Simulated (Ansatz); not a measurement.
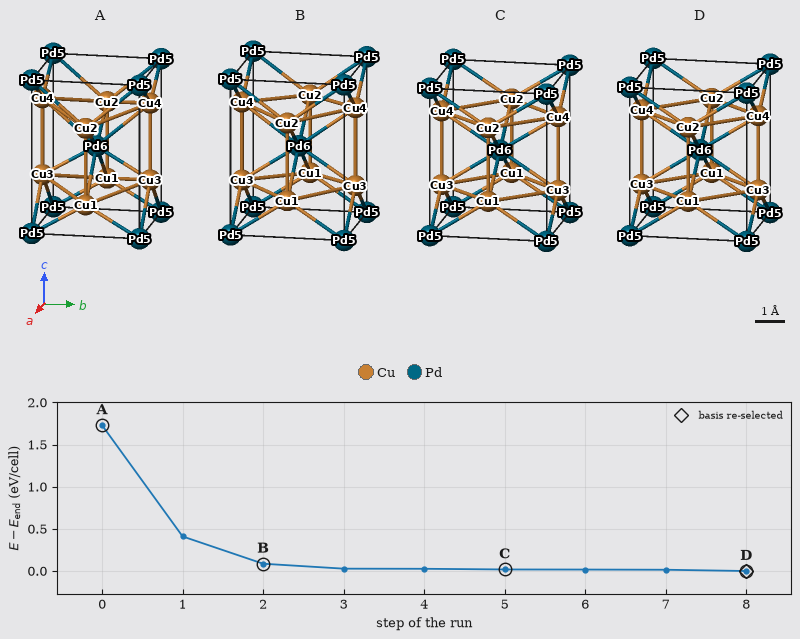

Frames of a relaxation of a crystal of Cu2Pd (built on the tetragonal zirconia_137 type) (coarse preliminary run), marked on the history of the run. A ball-and-stick model of the cell of the calculation, seen from a free direction.

Case: tetragonal zirconia type (P4_2/nmc, No. 137).

Computed with DFT PBE, scalar-relativistic, plane waves, PAW (Ansatz 0.2.0).

Input
```yaml
crystal:
  lattice:
    - [3.894535645, 0.0, 0.0]
    - [0.0, 3.894535645, 0.0]
    - [0.0, 0.0, 5.6066324724]
  atoms:
    - { symbol: Cu, position: [0.0, 0.5, 0.203] }
    - { symbol: Cu, position: [0.0, 0.5, 0.703] }
    - { symbol: Cu, position: [0.5, 0.0, 0.297] }
    - { symbol: Cu, position: [0.5, 0.0, 0.797] }
    - { symbol: Pd, position: [0.0, 0.0, 0.0] }
    - { symbol: Pd, position: [0.5, 0.5, 0.5] }
basis:
  ecutwfc: 420
kpoints:
  mp_grid: { grid: [4, 4, 4] }
hamiltonian:
  xc: pbe
scf:
  occupations: { method: gaussian, width: 0.1 }
  lower_state_search: "off"
output:
  forces: true
  stress: true
  eigenvalues: true
relax:
  adjacent_minimum: "off"
  f_tol: 0.04
  max_steps: 70
  cell: { stress_tol: 0.4 }
```

Run as
```bash
ansatz run input.yaml --threads 1 --pin off --max-ram 2560MiB --backend cpu --events-out ev --progress --plain --runs-dir out
```

Question: What happens along the run?

Answer: Over 7 accepted moves (8 points after the start) the energy falls by 1.729 eV per cell of the calculation. Largest force component: 2 eV/Å at the start, 0.00097 eV/Å at the end. The pressure goes from 24.39 to 0.25 GPa. At 1 point the geometry stayed and the basis and grid were re-selected for the new cell (energy shift of 15.1 meV per cell of the calculation at most each time). The largest moves relative to the cell, 0.26 Å, are those of Cu1, Cu2, Cu3 and Cu4. Cu1 goes along +c. Pd stays in place. Cell: a = b 3.895 → 4.219 Å (+8.3 %), c 5.607 → 5.422 Å (−3.3 %). Volume +13.5 %. Near-neighbour distances that change, for instance: Cu1–Pd5 2.255 → 2.507 Å, Cu1–Cu3 2.804 → 2.983 Å, Cu1–Cu2 2.803 → 2.711 Å, Cu1–Pd6 2.562 → 2.507 Å. The space group (tolerance 0.01 Å) goes from P4_2/nmc (No. 137) to I4/mmm (No. 139). From step 0 to 2: Cu atoms move most (0.19 Å), volume +12.5 %, energy −1.643 eV per cell of the calculation. From step 2 to 5: Cu atoms move most (0.08 Å), volume −0.1 %, energy −68.2 meV per cell of the calculation. From step 5 to 8: volume +1.0 %, energy −18.4 meV per cell of the calculation.

Limits of the set-up: the k-point mesh is coarse for a cell with partly filled bands.
